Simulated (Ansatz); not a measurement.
## Electronic structure of C3H5O (charge −1) in real space

Input

```
crystal:
  periodic: [false, false, false]
  atoms:
    - {symbol: C, position_ang: [-0.015004, 1.566898, 2.309329]}
    - {symbol: C, position_ang: [-0.745243, 1.067055, 1.102293]}
    - {symbol: C, position_ang: [-2.082705, 0.719748, 1.128839]}
    - {symbol: O, position_ang: [-2.906683, 0.746624, 2.092981]}
    - {symbol: H, position_ang: [-0.720070, 1.596129, 3.155020]}
    - {symbol: H, position_ang: [0.839416, 0.926986, 2.616830]}
    - {symbol: H, position_ang: [0.400511, 2.590579, 2.193304]}
    - {symbol: H, position_ang: [-0.209518, 0.967176, 0.150830]}
    - {symbol: H, position_ang: [-2.464975, 0.364045, 0.127134]}
basis:
  gaussian:
    orbitals: def2-TZVPD
total_charge: -1
output:
  forces: true
  orbitals: {seedname: orbitals}
hamiltonian:
  xc: pbe0
```

Command:

```sh
ansatz run input.yaml --threads 2 --pin off --max-ram 4350MiB --events-out events.jsonl --progress --plain --runs-dir runs
```

Geometry: PBE0-D3(BJ)/def2-SVPD; the highest occupied orbital lies above zero, a sign that basis and functional describe the outermost electron poorly.

Theory: isolated molecule in a Gaussian basis; Kohn-Sham density functional theory, functional PBE0 in Ansatz.

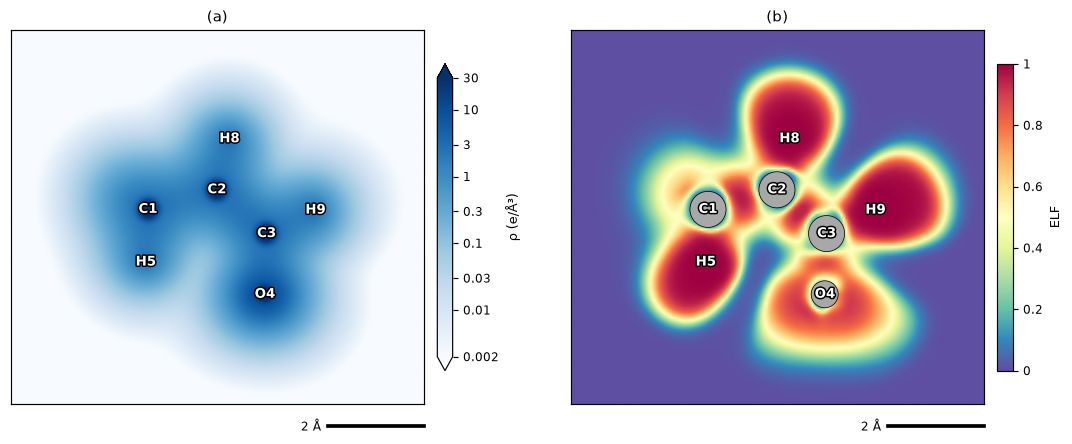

Figure 1. (a) electron density; (b) electron localisation function on the plane of atoms C3, C2 and H8. Grey discs cover the atomic cores in the ELF map.

Describe what can be read from this map.

- The section cuts through C, O and H sites.
- C–O (1.27 Å): ρ is about 2.9 e/Å³ halfway; the ELF peaks at about 0.85 between the atoms, as expected for a polar covalent bond.
- C–C (1.38 Å): ρ is about 2.2 e/Å³ halfway; the ELF peaks at about 0.95 between the atoms, as expected for a covalent bond.
- C–H (1.10 Å): the density is about 1.9 e/Å³ at the midpoint; the ELF climbs to about 1 towards the hydrogen, as it does in any bond to H (a covalent bond by its length).
- C–C (1.50 Å): the density is about 1.7 e/Å³ at the midpoint; the ELF peaks at about 0.95 between the atoms (a covalent bond).
- The ELF also peaks beside O4, away from the bonds: lone-pair regions.

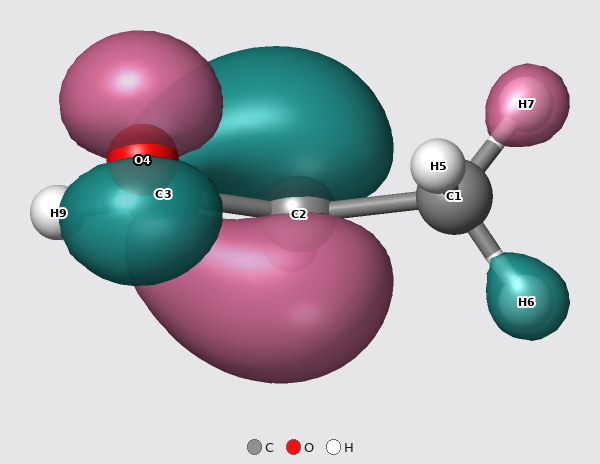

Figure 2. The HOMO at ±0.15 Å⁻³ᐟ² (teal and pink are the two phases), seen from one side.

What is the character of this orbital?

By Hirshfeld shares it lies mainly on C2 (about 40 %), O4 (about 30 %) and C3 (about 15 %). Its energy is 0.41 eV.

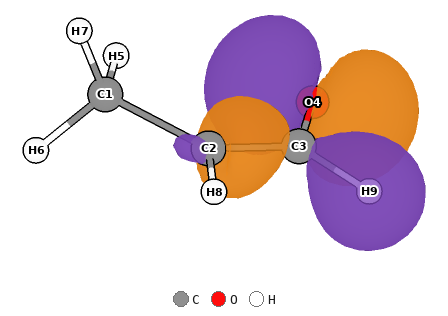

Figure 3. The HOMO−1 at ±0.15 Å⁻³ᐟ² (orange and purple are the two phases), seen at an oblique angle.

Describe this orbital and give its energy.

By Hirshfeld shares it lies mainly on O4 (about 70 %), C3 (about 10 %) and H9 (about 10 %); largely a lone pair of O4. Its energy is −0.70 eV.
